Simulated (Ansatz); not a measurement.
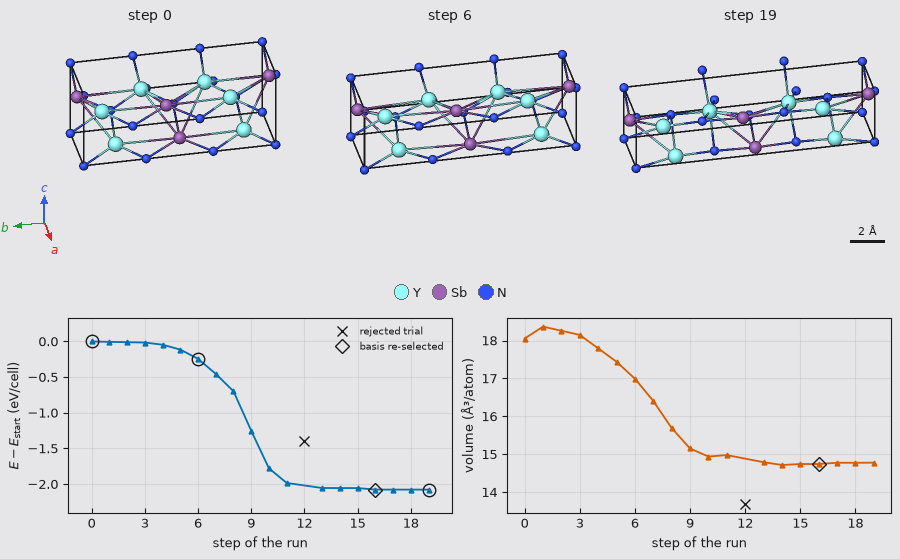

Frames of a relaxation of crystalline Y₂SbN₃ (built on the Cu2GeS3-44 type type), marked on the history of the run. The picture is a ball-and-stick view of the conventional cell (2 times the calculation's cell), seen from a free direction. Lengths and directions refer to the drawn axes.

The calculation used DFT, r2SCAN+rVV10, plane waves, PAW (Ansatz 0.2.0).

The input:
```yaml
crystal:
  lattice:
    - [-1.9050415648, 5.8229564583, 2.4409616808]
    - [1.9050415648, -5.8229564583, 2.4409616808]
    - [1.9050415648, 5.8229564583, -2.4409616808]
  atoms:
    - { symbol: "Y", position: [0.4227314737, 0.2569546748, 0.1657767989] }
    - { symbol: "Y", position: [0.0911778759, 0.2569546748, 0.8342232011] }
    - { symbol: Sb, position: [0.7451885987, 0.2451885987, 0.5] }
    - { symbol: "N", position: [0.3271651858, 0.0018562522, 0.3253089336] }
    - { symbol: "N", position: [0.6765473186, 0.0018562522, 0.6746910664] }
    - { symbol: "N", position: [-0.0038124627, -0.0038124627, 0.0] }
kpoints:
  mp_grid: { grid: [8, 8, 8] }
hamiltonian:
  xc: r2scan
  dispersion: rvv10
scf:
  occupations: { method: fermi_dirac, width: 0.03 }
relax:
  f_tol: 0.01
  cell: {}
  max_steps: 120
output:
  write_density: true
  write_potential: true
  elf: true
  volumetric_format: npy
```

Launched with:
```bash
ansatz run input.yaml --threads 2 --pin off --max-ram 29491MiB --backend cpu --events-out ev --progress --plain --runs-dir out
```

Question: What happens along the run?

Answer: The run was cut off at its time limit before the program reported convergence, but its last step already meets the force threshold: the largest component is 0.0025 eV/Å against 0.01 eV/Å. The pressure is within 0.01 GPa of its target. The largest moves relative to the cell, 0.58 Å, are those of N4 and N5. N5 goes along +c. Largest moves by element: N 0.58 Å, Y 0.39 Å, Sb 0.36 Å. The volume changes by −18.1 %, with a 3.810 → 3.468 Å (−9.0 %), b 11.646 → 14.458 Å (+24.1 %), c 4.882 → 3.536 Å (−27.6 %). Among the contacts that change: Y1–N5 4.151 → 2.433 Å, Y1–Y1 4.882 → 3.536 Å, Y1–Sb3 3.893 → 4.839 Å, Y1–Y1 (another image) 3.810 → 3.468 Å. New bonds form: Y1–N5 (4.15 → 2.43 Å), Y2–N4 (4.15 → 2.43 Å). Bond angles that change, for instance: Y1–N4–Sb3 115.9° → 176.8°, Y1–N6–Y2 113.2° → 154.0°, Y2–N4–Y2 115.6° → 86.8°. The space group stays Imm2 (No. 44). Over 17 accepted moves (19 points after the start) the energy falls by 2.077 eV per cell of the calculation. Largest force component: 0.14 eV/Å at the start, 0.0025 eV/Å at the end. The pressure goes from 1.41 to 0.00 GPa. The line search rejected the trial step at point 12 of the run. At 1 point the geometry stayed and the basis and grid were re-selected for the new cell (energy shift of 20.6 meV per cell of the calculation at most each time). The run took 12 min on 2 threads of AMD EPYC 7R13 Processor (Zen 3), with other jobs on the host, peak memory 1 GiB. From step 0 to 6: Sb and N atoms move most (0.11 Å), volume −5.9 %, energy −0.243 eV per cell of the calculation. From step 6 to 19: N atoms move most (0.49 Å), volume −13.0 %, energy −1.834 eV per cell of the calculation.

```json
{"step": "0", "E − E(0), meV/atom": "0.00", "largest force component, eV/Å": "0.1444", "pressure, GPa": "1.41", "volume, Å³/atom": "18.052", "note": ""}
{"step": "1", "E − E(0), meV/atom": "-0.94", "largest force component, eV/Å": "0.1240", "pressure, GPa": "-0.91", "volume, Å³/atom": "18.366", "note": ""}
{"step": "2", "E − E(0), meV/atom": "-1.76", "largest force component, eV/Å": "0.0273", "pressure, GPa": "-0.25", "volume, Å³/atom": "18.258", "note": ""}
{"step": "3", "E − E(0), meV/atom": "-2.55", "largest force component, eV/Å": "0.0375", "pressure, GPa": "0.14", "volume, Å³/atom": "18.147", "note": ""}
{"step": "4", "E − E(0), meV/atom": "-7.56", "largest force component, eV/Å": "0.1163", "pressure, GPa": "0.63", "volume, Å³/atom": "17.794", "note": ""}
{"step": "5", "E − E(0), meV/atom": "-18.99", "largest force component, eV/Å": "0.2789", "pressure, GPa": "0.35", "volume, Å³/atom": "17.440", "note": ""}
{"step": "6", "E − E(0), meV/atom": "-40.48", "largest force component, eV/Å": "0.5255", "pressure, GPa": "-0.18", "volume, Å³/atom": "16.993", "note": ""}
{"step": "7", "E − E(0), meV/atom": "-75.69", "largest force component, eV/Å": "0.8625", "pressure, GPa": "-0.48", "volume, Å³/atom": "16.405", "note": ""}
{"step": "8", "E − E(0), meV/atom": "-116.29", "largest force component, eV/Å": "1.2294", "pressure, GPa": "-0.09", "volume, Å³/atom": "15.692", "note": ""}
{"step": "9", "E − E(0), meV/atom": "-208.60", "largest force component, eV/Å": "1.1605", "pressure, GPa": "-0.35", "volume, Å³/atom": "15.152", "note": ""}
{"step": "10", "E − E(0), meV/atom": "-296.45", "largest force component, eV/Å": "0.8096", "pressure, GPa": "-2.18", "volume, Å³/atom": "14.940", "note": ""}
{"step": "11", "E − E(0), meV/atom": "-330.56", "largest force component, eV/Å": "0.7077", "pressure, GPa": "-1.80", "volume, Å³/atom": "14.978", "note": ""}
{"step": "12", "E − E(0), meV/atom": "-232.14", "largest force component, eV/Å": "0.9343", "pressure, GPa": "16.10", "volume, Å³/atom": "13.677", "note": "rejected"}
{"step": "13", "E − E(0), meV/atom": "-342.36", "largest force component, eV/Å": "0.0363", "pressure, GPa": "-0.55", "volume, Å³/atom": "14.791", "note": ""}
{"step": "14", "E − E(0), meV/atom": "-342.52", "largest force component, eV/Å": "0.0325", "pressure, GPa": "0.29", "volume, Å³/atom": "14.717", "note": ""}
{"step": "15", "E − E(0), meV/atom": "-342.57", "largest force component, eV/Å": "0.0083", "pressure, GPa": "0.01", "volume, Å³/atom": "14.743", "note": ""}
{"step": "16", "E − E(0), meV/atom": "-346.01", "largest force component, eV/Å": "0.0110", "pressure, GPa": "0.29", "volume, Å³/atom": "14.743", "note": "same geometry, new basis"}
{"step": "17", "E − E(0), meV/atom": "-346.14", "largest force component, eV/Å": "0.0292", "pressure, GPa": "0.00", "volume, Å³/atom": "14.776", "note": ""}
{"step": "18", "E − E(0), meV/atom": "-346.15", "largest force component, eV/Å": "0.0274", "pressure, GPa": "0.04", "volume, Å³/atom": "14.775", "note": ""}
{"step": "19", "E − E(0), meV/atom": "-346.16", "largest force component, eV/Å": "0.0025", "pressure, GPa": "0.00", "volume, Å³/atom": "14.778", "note": ""}
```
